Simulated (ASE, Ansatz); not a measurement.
## Random cubic perovskite-type alloy of BaTiO3 and PbTiO3 (40 atoms): a reference run and its variants

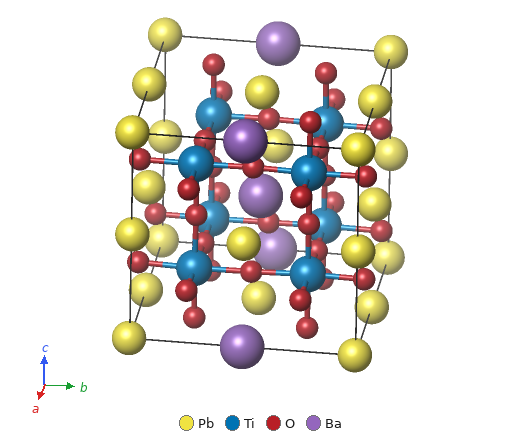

The cell (lead yellow, titanium blue, oxygen red, barium purple). Some periodic images of atoms are drawn too.

The cell holds 40 atoms: 6 Pb, 8 Ti, 24 O and 2 Ba. Cell: a = 7.955 Å, b = 7.955 Å, c = 7.955 Å, α = 90.0°, β = 90.0°, γ = 90.0°. It derives from BaTiO3 (cubic perovskite-type) and TiPbO3, repeated 2×2×2. Cubic perovskite-type BaTiO3, 2 x 2 x 2 conventional cells, 6 of 8 Ba sites given to Pb at random (x = 0.750), lattice by Vegard's rule (cell 3.978, 3.978, 3.978, 90, 90, 90); not relaxed, displaced by a Gaussian of 0.02 Å.

Geometry: as built.

Reference run: Kohn-Sham DFT, PBE, PAW (set soft_2), plane waves (Ansatz 0.2.0), cutoff 420 eV, Γ point, gaussian smearing of 0.025 eV.

| Item | Value |
| --- | --- |
| r.m.s. force component | 0.3148 eV/Å |
| pressure | 2.743 GPa |
| gap (highest filled to lowest empty level) | 1.229 eV |
| SCF cycles | 8 |
| time | 4.5 s on 4 threads of Arm Neoverse V2, shared host |

**Question.** The same geometry is run again with each of these changes. How far do the results move, and how long does each run take?
- support functions low
- support functions medium
- basis.xc_grid = 4, scf.mixing.algorithm = "anderson", scf.mixing.beta = 0.1 and scf.mixing.ndim = 8

Differences are against the plane-wave reference (Kohn-Sham DFT, PBE, PAW (set soft_2), plane waves), whose r.m.s. force component is 0.315 eV/Å. Energies are set beside the reference only for runs with its functional, potentials and electron count. Times are for 4 threads of Arm Neoverse V2, shared host. The reference's time includes the DOS, ELF, the stress and grids, which some other runs skip.

```
                                                                                                run  Δ force, r.m.s. (meV/Å)  share of r.m.s. force (%)  Δ energy (meV/atom)  Δ pressure (GPa)  Δ gap (eV)  cycles   time  host memory (GiB)
                                                                                          reference                        -                          -                    -                 -           -       8  4.5 s                0.7
                                                                              support functions low                    0.684                      0.217                -5.11                 -     -2.0e-4      12   83 s                2.4
                                                                           support functions medium                    0.629                      0.200                -5.10                 -     -1.0e-4      13   92 s                2.4
basis.xc_grid = 4, scf.mixing.algorithm = "anderson", scf.mixing.beta = 0.1 and scf.mixing.ndim = 8                    0.009                     0.0028              -0.0062            1.0e-4           0      15  7.3 s               0.96
```

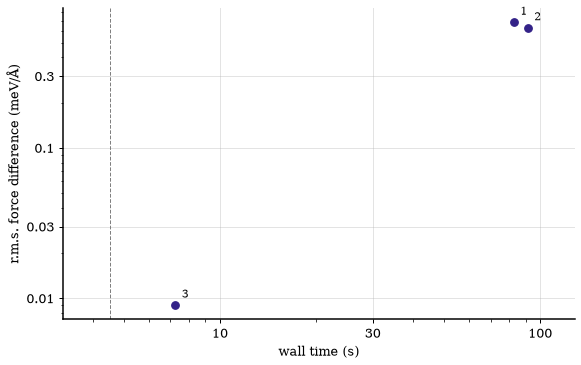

Force difference from the reference against wall time; the dashed line marks the reference's time. Points: 1 support functions low; 2 support functions medium; 3 basis.xc_grid = 4, scf.mixing.algorithm = "anderson", scf.mixing.beta = 0.1 and scf.mixing.ndim = 8.

Among numerical settings the force difference runs from 0.009 meV/Å (basis.xc_grid = 4, scf.mixing.algorithm = "anderson", scf.mixing.beta = 0.1 and scf.mixing.ndim = 8) to 0.68 meV/Å (support functions low). At 40 atoms the fastest of the runs at a preset level, support functions low, takes roughly 18 times the time of plane waves (whose run also made extra analyses, so the like-for-like ratio is larger), in 12 SCF cycles against 8. Differences between support functions and plane waves include what basis error the plane-wave run still has. 

[Logs are printed without paths, hosts, clocks, repeated set-up lines and the standing remarks that a program may print on its own settings, such as how far it seeks lower states.]

[Hosts, paths, dates, database ids (printed as entryN), source tags and the programs' standing remarks are cut or masked in the printed files.]
